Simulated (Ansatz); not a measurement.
# Calculations on CH8BNO

### Relaxation

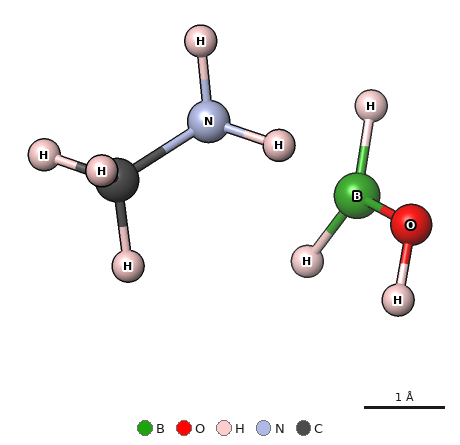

CH8BNO, before the relaxation. A ball-and-stick model, seen at a tilt.

The run prepares an end point of a later path (reaction) calculation, from a guessed geometry.

These are results of RKS PBE-D4/6-31G* (Ansatz 0.2.0), not measurements.

The input:
```yaml
crystal:
  periodic: [false, false, false]
  atoms:
    - { symbol: B, position_ang: [0.22639, -0.57425, 0.207524] }
    - { symbol: O, position_ang: [-0.531822, -0.523467, 1.377612] }
    - { symbol: H, position_ang: [-1.483692, -0.537273, 1.1511] }
    - { symbol: H, position_ang: [1.421675, -0.636935, 0.349489] }
    - { symbol: H, position_ang: [-0.315902, -0.677266, -0.871236] }
    - { symbol: "N", position_ang: [0.347327, 2.140886, 0.563288] }
    - { symbol: H, position_ang: [1.213339, 2.583978, 0.900061] }
    - { symbol: C, position_ang: [-0.571041, 3.137702, 0.010524] }
    - { symbol: H, position_ang: [-1.486614, 2.623356, -0.347011] }
    - { symbol: H, position_ang: [-0.887293, 3.948937, 0.709196] }
    - { symbol: H, position_ang: [-0.102675, 3.614245, -0.871678] }
    - { symbol: H, position_ang: [-0.077694, 1.647587, 1.377231] }
basis:
  gaussian: { orbitals: "6-31G*" }
hamiltonian:
  xc: pbe
  dispersion: d4
relax:
  f_tol: 0.03
  max_steps: 50
```

Run as
```bash
ansatz run input.yaml --threads 1 --pin off --max-ram 2048MiB --backend cpu --events-out ev --progress --plain --runs-dir out
```

What does the optimiser find from here?

Answer. The atom that moves furthest after the best rigid fit is H11 (1.14 Å). Largest moves by element: H 1.14 Å, B 0.77 Å, O 0.67 Å, C 0.48 Å, N 0.34 Å. Among the contacts that change: B1–N6 2.741 → 1.700 Å, B1–O2 1.395 → 1.446 Å, B1–H4 1.205 → 1.227 Å, N6–C8 1.464 → 1.482 Å. New bonds form, among them: B1–N6 (2.74 → 1.70 Å). Bond angles that change, for instance: H4–B1–H5 123.0° → 114.7°, O2–B1–H5 120.4° → 116.9°, N6–C8–H10 115.9° → 112.6°. Over 14 accepted moves (15 points after the start) the energy falls by 0.658 eV. Largest force component: 0.49 eV/Å at the start, 0.015 eV/Å at the end. The line search rejected the trial step at point 14 of the run. The run took 44 s on 1 thread of Arm Neoverse V2, with other jobs on the host, peak memory 0.14 GiB.

The structure at the end:

```xyz
12

B     0.2258    0.1795    0.3417
O    -0.9962   -0.1930    1.0198
H    -1.7019   -0.3007    0.3595
H     1.2348   -0.2906    0.8577
H     0.2136    0.1440   -0.8886
N     0.4320    1.8344    0.6699
H     1.3465    2.1380    0.3102
C    -0.6601    2.6906    0.1487
H    -1.6011    2.2701    0.5324
H    -0.5574    3.7435    0.4587
H    -0.6568    2.6177   -0.9490
H     0.4728    1.9139    1.6950
```

The end point in the same view:

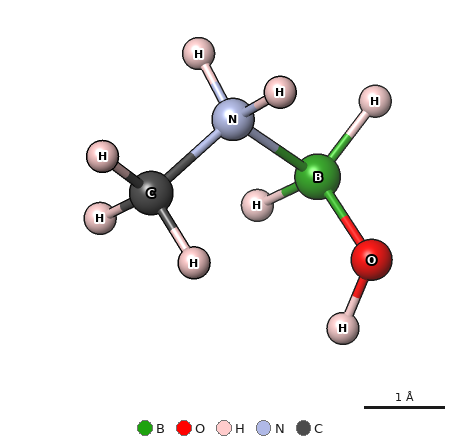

Limits of the set-up: the start holds two separate molecules, 2.2 Å apart at their closest, whose relative position is a soft coordinate.

### Relaxation

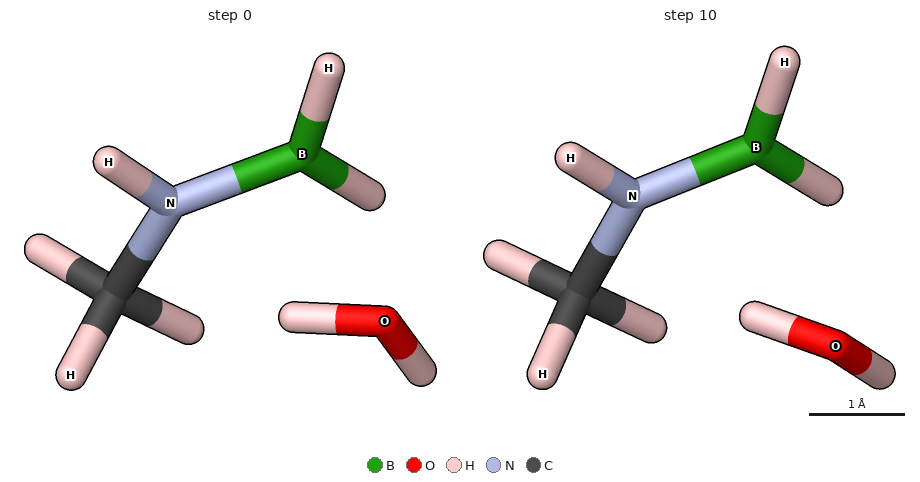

The structure of CH8BNO before (left) and after (right) a relaxation, at one scale.

A stick model, seen at a tilt.

The run prepares an end point of a later path (reaction) calculation, from a guessed geometry.

Theory: RKS PBE-D4/6-31G* in Ansatz.

Input
```yaml
crystal:
  periodic: [false, false, false]
  atoms:
    - { symbol: B, position_ang: [0.392036, 0.409819, -0.195566] }
    - { symbol: O, position_ang: [-0.566823, -0.21676, 2.150717] }
    - { symbol: H, position_ang: [-1.466988, -0.282009, 1.772268] }
    - { symbol: H, position_ang: [1.368823, -0.266967, -0.025647] }
    - { symbol: H, position_ang: [-0.615893, 0.030122, -0.740165] }
    - { symbol: "N", position_ang: [0.476821, 1.850138, 0.137588] }
    - { symbol: H, position_ang: [1.36553, 2.216687, 0.482982] }
    - { symbol: C, position_ang: [-0.517396, 2.870066, -0.170465] }
    - { symbol: H, position_ang: [-1.412274, 2.376186, -0.581862] }
    - { symbol: H, position_ang: [-0.814848, 3.451399, 0.723836] }
    - { symbol: H, position_ang: [-0.146774, 3.591414, -0.92508] }
    - { symbol: H, position_ang: [-0.310215, 0.717405, 1.927493] }
basis:
  gaussian: { orbitals: "6-31G*" }
hamiltonian:
  xc: pbe
  dispersion: d4
relax:
  f_tol: 0.03
  max_steps: 50
output:
  orbitals: {}
```

Run as
```bash
ansatz run input.yaml --threads 1 --pin off --max-ram 2048MiB --backend cpu --events-out ev --progress --plain --runs-dir out
```

> Describe what moved and what it gained.

The atom that moves furthest after the best rigid fit is O2 (0.28 Å). By element the largest moves are O 0.28 Å, H 0.15 Å, B 0.11 Å, N 0.09 Å, C 0.05 Å. Among the contacts that change: B1–N6 1.481 → 1.405 Å, O2–H12 0.994 → 0.981 Å. The energy falls by 0.101 eV in 7 accepted moves (10 points after the start). The largest force component goes from 2.1 to 0.02 eV/Å. The line search rejected the trial steps at points 3, 4, 9 of the run. The forces were under the threshold at step 8, but the run went on from there.

Limits of the set-up: the start holds two separate molecules, 2.3 Å apart at their closest, whose relative position is a soft coordinate.

### Path

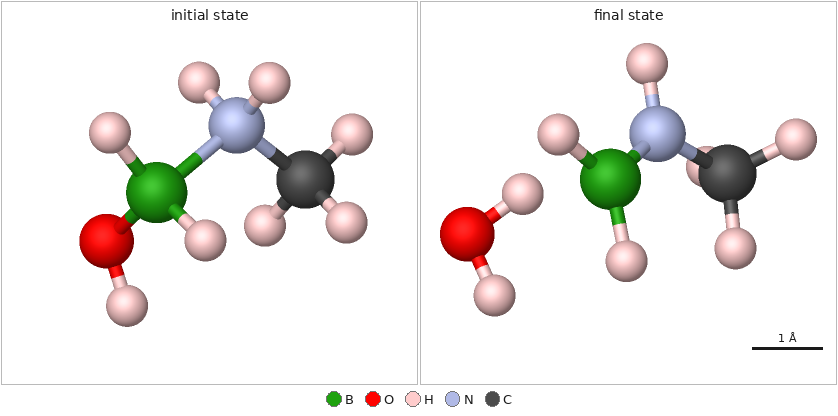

The two relaxed end points of a path for CH₈BNO. A ball-and-stick model, seen at a tilt.

Method: RKS PBE-D4/6-31G* (Ansatz).

Set-up: 5 movable images; climbing image; force threshold 0.05 eV/Å; iteration limit 60.

Start:
```xyz
12

B     0.2575    0.1905    0.3533
O    -0.9775   -0.2149    0.9875
H    -1.6568   -0.3383    0.3027
H     1.2595   -0.2557    0.9030
H     0.2890    0.1586   -0.8768
N     0.4102    1.8489    0.6924
H     1.3287    2.1767    0.3654
C    -0.6844    2.6790    0.1354
H    -1.6272    2.2336    0.4851
H    -0.6192    3.7331    0.4513
H    -0.6411    2.6098   -0.9617
H     0.4133    1.9261    1.7184
```

End:
```xyz
12

B     0.6518    0.5191   -0.1308
O    -1.0274   -0.1551    2.1542
H    -1.6442   -0.3858    1.4311
H     1.6061   -0.1012    0.2572
H    -0.1975    0.0463   -0.8485
N     0.5323    1.8711    0.2307
H     1.2638    2.2981    0.8024
C    -0.4970    2.8134   -0.1976
H    -1.2271    2.2785   -0.8238
H    -1.0304    3.2598    0.6620
H    -0.0660    3.6370   -0.7959
H    -0.6124    0.6663    1.8150
```

What barrier does the band find between them, and by what path?

The highest point, image 4, lies 0.96 eV above the start and 0.28 eV above the end; the end is at +0.69 eV relative to the start. Breaking: B1–O2 (1.45 → 1.67 at the top → 2.91 Å), N6–H12 (1.03 → 1.46 at the top → 2.30 Å). Forming: O2–H12 (2.66 → 1.15 at the top → 0.98 Å). The band is converged. At the top, the vibrational analysis gives one imaginary mode (804i cm⁻¹), as a transition state must have.

Energies of the converged images:

```json
{"image": "0", "path (Å)": "0.00", "E (eV)": "0.000"}
{"image": "1", "path (Å)": "0.77", "E (eV)": "0.028"}
{"image": "2", "path (Å)": "1.54", "E (eV)": "0.072"}
{"image": "3", "path (Å)": "2.31", "E (eV)": "0.140"}
{"image": "4", "path (Å)": "3.08", "E (eV)": "0.962"}
{"image": "5", "path (Å)": "3.97", "E (eV)": "0.747"}
{"image": "6", "path (Å)": "4.86", "E (eV)": "0.686"}
```

The geometry at the top of the path:

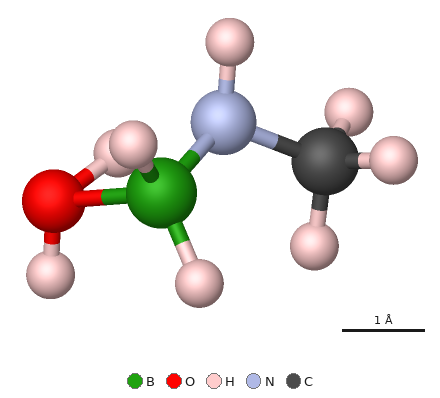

The run took 3.4 min on 1 thread of Arm Neoverse V2, on a shared host, peak memory 0.11 GiB.
